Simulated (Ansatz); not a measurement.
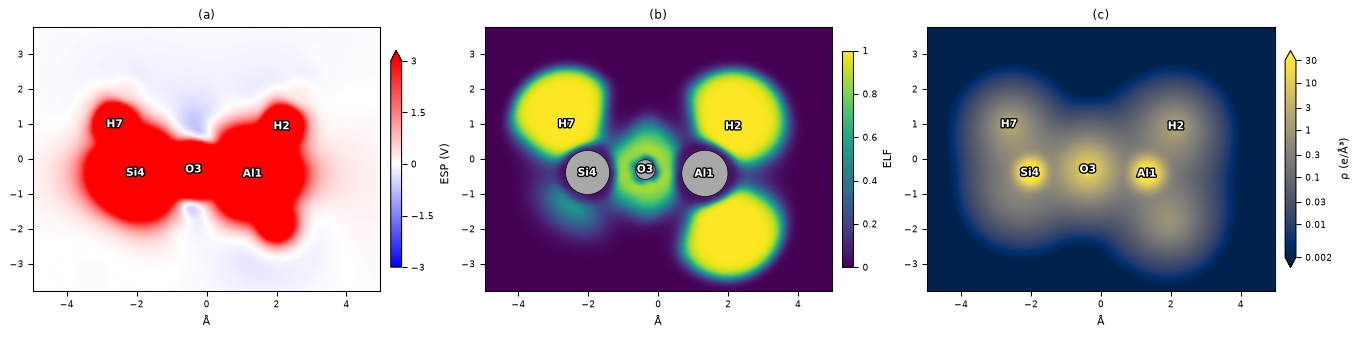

AlH5OSi···NH3. (a) electrostatic potential; (b) electron localisation function; (c) total electron density on the plane of atoms O3, Si4 and H7. Grey discs cover the atomic cores in the ELF map.

Not at a stationary point (largest force 0.8 eV/Å).

Theory: RKS PBE-D4/6-31G* (Ansatz 0.2.0).

Input file:

```
crystal:
  periodic: [false, false, false]
  atoms:
    - { symbol: Al, position_ang: [0.0, 0.0, 0.0] }
    - { symbol: H, position_ang: [0.0, 0.0, 1.91] }
    - { symbol: O, position_ang: [1.5415, 0.0, -0.89] }
    - { symbol: Si, position_ang: [2.3874, -1.376, -1.352] }
    - { symbol: H, position_ang: [1.4599, -2.3514, -1.9176] }
    - { symbol: H, position_ang: [3.3882, -1.0195, -2.3535] }
    - { symbol: H, position_ang: [3.0504, -1.9546, -0.187] }
    - { symbol: H, position_ang: [-1.351, 0.0, -0.78] }
    - { symbol: "N", position_ang: [0.0995, 2.1044, 0.7] }
    - { symbol: H, position_ang: [0.493, 2.3259, 1.659] }
    - { symbol: H, position_ang: [-0.2465, 2.8877, 0.0753] }
    - { symbol: H, position_ang: [0.0486, 1.0269, 1.8385] }
basis:
  gaussian: { orbitals: "6-31G*" }
hamiltonian:
  xc: pbe
  dispersion: d4
relax:
  f_tol: 0.15
  max_steps: 25
  restrain:
    - { distance: [0, 8], at: 3.12, k: 30.0 }
    - { distance: [11, 1], at: 1.86, k: 30.0 }
    - { distance: [0, 1], at: 1.56, k: 30.0 }
    - { distance: [11, 8], at: 1.06, k: 30.0 }
output:
  orbitals: {}
```

Command:

```sh
ansatz run input.yaml --threads 2 --pin off --max-ram 3072MiB --backend cpu --events-out ev --progress --plain --runs-dir out
```

The fields are those of the run's last geometry, not of the input's.

Q: Interpret the plot.

A: The section cuts through Al, H, O and Si sites. Si–O (1.65 Å): ρ is about 1.1 e/Å³ halfway; the ELF peaks at about 0.85 between the atoms (a polar covalent bond). Al–O (1.72 Å): ρ at the midpoint is about 0.76 e/Å³; the ELF peaks at about 0.85 in the valence shell of O, 0.6 Å from its nucleus, and is about 0.40 at the midpoint. Si–H (1.50 Å): ρ at the midpoint is about 0.78 e/Å³; the ELF climbs to about 1 towards the hydrogen, as it does in any bond to H. Al–H (1.57 Å): ρ is about 0.54 e/Å³ halfway; the ELF climbs to about 1 towards the hydrogen. The ELF also peaks beside O3, away from the bonds: lone-pair regions. Outside the dense part of the complex the potential is most negative (−0.7 V) near O3.
